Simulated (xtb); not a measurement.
## Frequency calculation, with input and output: Si3H7SCl (part 1 of 2)

The run: frequency calculation of Si3H7SCl, SMILES [SiH3][SiH2]S[SiH2]Cl. Method and program: GFN2-xTB (xtb 6.7.1).

The geometry was optimised with GFN2-xTB.

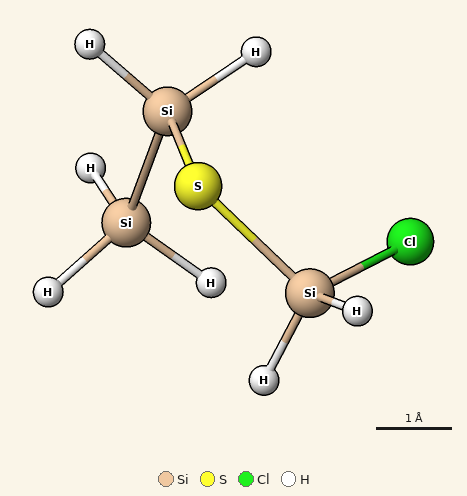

The structure as given in the input (ball-and-stick view, seen at a tilt). Bond lengths as drawn: Cl–Si 2.02 Å, H–Si 1.45 to 1.47 Å, Si–Si 2.31 Å and S–Si 2.13 to 2.19 Å.

**Summary**

| quantity | value |
| --- | --- |
| outcome | converged |
| electrons treated | 32 |
| total energy | −16.645933 hartree |
| dispersion energy | −0.012116 hartree |
| basis functions | 57 |
| HOMO | −10.13 eV |
| LUMO | −6.26 eV |
| zero-point energy | 0.060744 hartree |
| dipole moment | 2.21 D |
| wavenumbers, lowest and highest | 29 and 2377 cm⁻¹ |
| hardware | 1 thread of Intel Xeon @ 2.50GHz (Skylake/Cascade Lake), 189 GiB of memory available, shared host |
| wall time | 3 s |
| peak memory | 0.07 GiB |

**Notes**

Settings chosen away from the usual ones: method = gfn2-xtb; task = frequencies; x = {"hess_scc_accuracy": 100}; geo = {"prev": "A"}. These settings are looser than, or depart from, a standard set-up, so the numbers are not reference values for this system.

**Input file (input.xyz)**
```
12
start
Si    -1.05117500     1.03450000     1.33912300
Si     1.15469500     0.58482100     0.80052200
S      1.39054400    -1.41138200    -0.05613300
Si     0.05012400    -1.51108000    -1.70769600
Cl    -0.02801100     0.24050400    -2.71200600
H     -1.66606300    -0.02352400     2.14632200
H     -1.89228400     1.20205400     0.14936300
H     -1.11464900     2.27915000     2.10727100
H      2.09924900     0.46189300     1.90621600
H      1.75499400     1.47567000    -0.19312000
H      0.59373700    -2.54589500    -2.56474800
H     -1.29116100    -1.78671100    -1.21511400
```

**File detailed.inp**
```
$hess
   sccacc=100
$end
```

Command:
```bash
xtb input.xyz -I detailed.inp --hess --gfn 2 --uhf 0 | tee out.txt
```

**What the program printed**
```
* xtb version 6.7.1
   ID    Z sym.   atoms
    1   14 Si     1, 2, 4
    2   16 S      3
    3   17 Cl     5
    4    1 H      6-12

           -------------------------------------------------
          |                Calculation Setup                |
           -------------------------------------------------

          program call               : xtb input.xyz -I detailed.inp --hess --gfn 2 --uhf 0
          coordinate file            : input.xyz
          omp threads                :                     1

           -------------------------------------------------
          |                 G F N 2 - x T B                 |
           -------------------------------------------------

      * Hamiltonian:
        H0-scaling (s, p, d)           1.850000    2.230000    2.230000
        zeta-weighting                 0.500000
      * Dispersion:
        s8                             2.700000
        a1                             0.520000
        a2                             5.000000
        s9                             5.000000
      * Repulsion:
        kExp                           1.500000    1.000000
        rExp                           1.000000
      * Coulomb:
        alpha                          2.000000
        third order                    shell-resolved
        anisotropic                    true
        a3                             3.000000
        a5                             4.000000
        cn-shift                       1.200000
        cn-exp                         4.000000
        max-rad                        5.000000

          ...................................................
          :                      SETUP                      :
          :.................................................:
          :  # basis functions                  57          :
          :  # atomic orbitals                  52          :
          :  # shells                           22          :
          :  # electrons                        32          :
          :  max. iterations                   250          :
          :  Hamiltonian                  GFN2-xTB          :
          :  restarted?                      false          :
          :  GBSA solvation                  false          :
          :  PC potential                    false          :
          :  electronic temp.          300.0000000     K    :
          :  accuracy                    1.0000000          :
          :  -> integral cutoff          0.2500000E+02      :
          :  -> integral neglect         0.1000000E-07      :
          :  -> SCF convergence          0.1000000E-05 Eh   :
          :  -> wf. convergence          0.1000000E-03 e    :
          :  Broyden damping             0.4000000          :
          :  net charge                          0          :
          :  unpaired electrons                  0          :
          ...................................................

 iter      E             dE          RMSdq      gap      omega  full diag
   1    -16.5027665 -0.165028E+02  0.921E+00    4.54       0.0  T
   2    -16.7233257 -0.220559E+00  0.332E+00    3.69       1.0  T
   3    -16.7305947 -0.726903E-02  0.265E+00    3.89       1.0  T
   4    -16.7397410 -0.914630E-02  0.126E+00    3.89       1.0  T
   5    -16.7411732 -0.143212E-02  0.785E-01    3.87       1.0  T
   6    -16.7409024  0.270806E-03  0.475E-01    3.92       1.0  T
   7    -16.7413392 -0.436826E-03  0.212E-01    3.88       1.0  T
   8    -16.7413158  0.234168E-04  0.126E-01    3.86       1.0  T
   9    -16.7413669 -0.511166E-04  0.580E-02    3.87       1.0  T
  10    -16.7413681 -0.119716E-05  0.355E-02    3.87       1.0  T
  11    -16.7413704 -0.229895E-05  0.152E-02    3.87       1.9  T
  12    -16.7413707 -0.277482E-06  0.402E-03    3.87       7.2  T
  13    -16.7413707 -0.327056E-07  0.219E-03    3.87      13.2  T
  14    -16.7413707 -0.100998E-07  0.136E-03    3.87      21.2  T
  15    -16.7413707 -0.691888E-08  0.806E-04    3.87      35.8  T
  16    -16.7413707 -0.336951E-08  0.353E-04    3.87      81.7  T

   *** convergence criteria satisfied after 16 iterations ***

         #    Occupation            Energy/Eh            Energy/eV
      -------------------------------------------------------------
         1        2.0000           -1.0662534             -29.0142
       ...           ...                  ...                  ...
        10        2.0000           -0.4442125             -12.0876
        11        2.0000           -0.4408636             -11.9965
        12        2.0000           -0.4375651             -11.9068
        13        2.0000           -0.4218660             -11.4796
        14        2.0000           -0.4140252             -11.2662
        15        2.0000           -0.3915972             -10.6559
        16        2.0000           -0.3721953             -10.1280 (HOMO)
        17                         -0.2300396              -6.2597 (LUMO)
        18                         -0.2266952              -6.1687
        19                         -0.2123582              -5.7786
        20                         -0.2071366              -5.6365
        21                         -0.1963621              -5.3433
       ...                                ...                  ...
        52                          0.8607517              23.4222
      -------------------------------------------------------------
                  HL-Gap            0.1421558 Eh            3.8683 eV
             Fermi-level           -0.3011175 Eh           -8.1938 eV

 SCC (total)                   0 d,  0 h,  0 min,  0.056 sec
 SCC setup                      ...        0 min,  0.000 sec (  0.281%)
 Dispersion                     ...        0 min,  0.000 sec (  0.171%)
 classical contributions        ...        0 min,  0.000 sec (  0.056%)
 integral evaluation            ...        0 min,  0.017 sec ( 30.398%)
 iterations                     ...        0 min,  0.028 sec ( 49.376%)
 molecular gradient             ...        0 min,  0.011 sec ( 19.204%)
 printout                       ...        0 min,  0.000 sec (  0.443%)

         :::::::::::::::::::::::::::::::::::::::::::::::::::::
         ::                     SUMMARY                     ::
         :::::::::::::::::::::::::::::::::::::::::::::::::::::
         :: total energy             -16.645933031445 Eh    ::
         :: gradient norm              0.000073586073 Eh/a0 ::
         :: HOMO-LUMO gap              3.868255224569 eV    ::
         ::.................................................::
         :: SCC energy               -16.741335412425 Eh    ::
         :: -> isotropic ES            0.049602861842 Eh    ::
         :: -> anisotropic ES         -0.000996575668 Eh    ::
         :: -> anisotropic XC          0.002417910597 Eh    ::
         :: -> dispersion             -0.012115632398 Eh    ::
         :: repulsion energy           0.095402380980 Eh    ::
         :: add. restraining           0.000000000000 Eh    ::
         :: total charge               0.000000000000 e     ::
         :::::::::::::::::::::::::::::::::::::::::::::::::::::

           -------------------------------------------------
          |                Numerical Hessian                |
           -------------------------------------------------
step length          :   0.00500
SCC accuracy         : 100.00000
Hessian scale factor :   1.00000
frozen atoms in %    :   0.00000    0
RMS gradient         :   0.00007
estimated CPU  time      0.03 min

writing file <hessian>.

 projected vibrational frequencies (cm⁻¹)
eigval :       -0.00    -0.00    -0.00     0.00     0.00     0.00
eigval :       28.99    37.27    63.51    81.33   121.75   172.13
eigval :      349.74   395.28   458.21   466.85   474.40   478.01
eigval :      505.51   533.19   581.07   599.52   667.02   715.20
eigval :      753.10   761.74   794.78   811.67   813.35  2240.27
eigval :     2243.19  2261.24  2266.81  2299.17  2312.45  2376.69
           -------------------------------------------------
          |                Property Printout                |
           -------------------------------------------------

    * Orbital Energies and Occupations

         #    Occupation            Energy/Eh            Energy/eV
      -------------------------------------------------------------
         1        2.0000           -1.0662524             -29.0142
       ...           ...                  ...                  ...
         4        2.0000           -0.6812710             -18.5383
         5        2.0000           -0.6387192             -17.3804
         6        2.0000           -0.4713779             -12.8268
         7        2.0000           -0.4700130             -12.7897
         8        2.0000           -0.4584447             -12.4749
         9        2.0000           -0.4461059             -12.1392
        10        2.0000           -0.4442127             -12.0876
        11        2.0000           -0.4408637             -11.9965
        12        2.0000           -0.4375634             -11.9067
        13        2.0000           -0.4218654             -11.4795
        14        2.0000           -0.4140249             -11.2662
        15        2.0000           -0.3915970             -10.6559
        16        2.0000           -0.3721957             -10.1280 (HOMO)
        17                         -0.2300391              -6.2597 (LUMO)
        18                         -0.2266949              -6.1687
        19                         -0.2123571              -5.7785
        20                         -0.2071353              -5.6364
        21                         -0.1963605              -5.3432
        22                         -0.1812248              -4.9314
        23                         -0.1759351              -4.7874
        24                         -0.1591735              -4.3313
        25                         -0.1479811              -4.0268
        26                         -0.1176313              -3.2009
        27                         -0.1053886              -2.8678
       ...                                ...                  ...
        52                          0.8607527              23.4223
      -------------------------------------------------------------
                  HL-Gap            0.1421566 Eh            3.8683 eV
             Fermi-level           -0.3011174 Eh           -8.1938 eV
```
